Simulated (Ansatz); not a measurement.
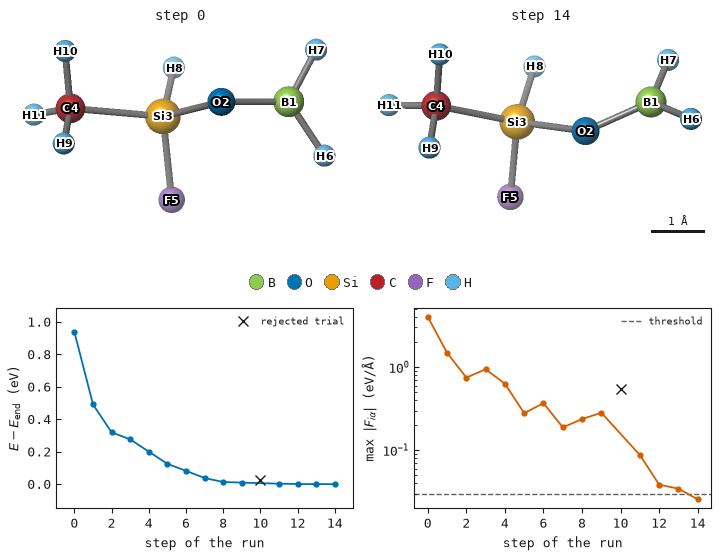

First and last geometry of a relaxation of CH6BFOSi (coarse preliminary run), with the history of the run. The picture is a ball-and-stick view, seen at a tilt.

The start comes from a force field.

These are results of RKS PBE-D4/def2-SVP (Ansatz), not measurements.

Input
```yaml
crystal:
  periodic: [false, false, false]
  atoms:
    - {symbol: B, position_ang: [-0.499300, 1.660500, 1.421900]}
    - {symbol: O, position_ang: [0.359200, 0.602000, 1.097600]}
    - {symbol: Si, position_ang: [-0.222400, -0.045600, -0.408900]}
    - {symbol: C, position_ang: [0.845700, -1.590100, -0.779400]}
    - {symbol: F, position_ang: [0.057300, 1.063100, -1.653600]}
    - {symbol: H, position_ang: [-0.293100, 2.819600, 1.054200]}
    - {symbol: H, position_ang: [-1.482300, 1.512400, 2.073300]}
    - {symbol: H, position_ang: [-1.581000, -0.372200, -0.318000]}
    - {symbol: H, position_ang: [1.855700, -1.341700, -0.806500]}
    - {symbol: H, position_ang: [0.614300, -2.340200, 0.058000]}
    - {symbol: H, position_ang: [0.411400, -2.024700, -1.718000]}
basis:
  gaussian: {orbitals: def2-SVP}
hamiltonian: {xc: pbe, dispersion: d4}
relax: {f_tol: 0.03, max_steps: 200}
```

Command:
```bash
ansatz run in.yaml --threads 4 --pin off --events-out ev --progress --plain --max-ram 10444MiB
```

Q: Read the history and describe the run.

A: It converged. After 13 accepted moves (14 points after the start) the energy has fallen by 0.937 eV. The largest force component goes from 4 to 0.026 eV/Å. The line search rejected the trial step at point 10 of the run. The atom that moves furthest after the best rigid fit is H6 (1.32 Å). By element the largest moves are H 1.32 Å, O 0.73 Å, F 0.61 Å, Si 0.27 Å, C 0.12 Å, B 0.11 Å. Some distances before and after: Si3–H8 1.400 → 1.498 Å, C4–H9 1.040 → 1.109 Å, Si3–C4 1.914 → 1.859 Å, Si3–F5 1.690 → 1.635 Å. Among the angles between lasting bonds that change: B1–O2–Si3 106.1° → 131.3°, H9–C4–H11 116.5° → 108.5°, H6–B1–H7 114.8° → 122.0°. Groups turn about B1–O2 by about 90°, O2–Si3 by about 45°.

```json
{"step": "0", "E − E(0), eV": "0.0000", "largest force component, eV/Å": "4.0275", "note": ""}
{"step": "1", "E − E(0), eV": "-0.4463", "largest force component, eV/Å": "1.4847", "note": ""}
{"step": "2", "E − E(0), eV": "-0.6180", "largest force component, eV/Å": "0.7480", "note": ""}
{"step": "3", "E − E(0), eV": "-0.6613", "largest force component, eV/Å": "0.9418", "note": ""}
{"step": "4", "E − E(0), eV": "-0.7372", "largest force component, eV/Å": "0.6314", "note": ""}
{"step": "5", "E − E(0), eV": "-0.8125", "largest force component, eV/Å": "0.2786", "note": ""}
{"step": "6", "E − E(0), eV": "-0.8556", "largest force component, eV/Å": "0.3687", "note": ""}
{"step": "7", "E − E(0), eV": "-0.9000", "largest force component, eV/Å": "0.1879", "note": ""}
{"step": "8", "E − E(0), eV": "-0.9243", "largest force component, eV/Å": "0.2368", "note": ""}
{"step": "9", "E − E(0), eV": "-0.9280", "largest force component, eV/Å": "0.2823", "note": ""}
{"step": "10", "E − E(0), eV": "-0.9099", "largest force component, eV/Å": "0.5501", "note": "rejected"}
{"step": "11", "E − E(0), eV": "-0.9347", "largest force component, eV/Å": "0.0873", "note": ""}
{"step": "12", "E − E(0), eV": "-0.9367", "largest force component, eV/Å": "0.0384", "note": ""}
{"step": "13", "E − E(0), eV": "-0.9373", "largest force component, eV/Å": "0.0344", "note": ""}
{"step": "14", "E − E(0), eV": "-0.9375", "largest force component, eV/Å": "0.0256", "note": ""}
```
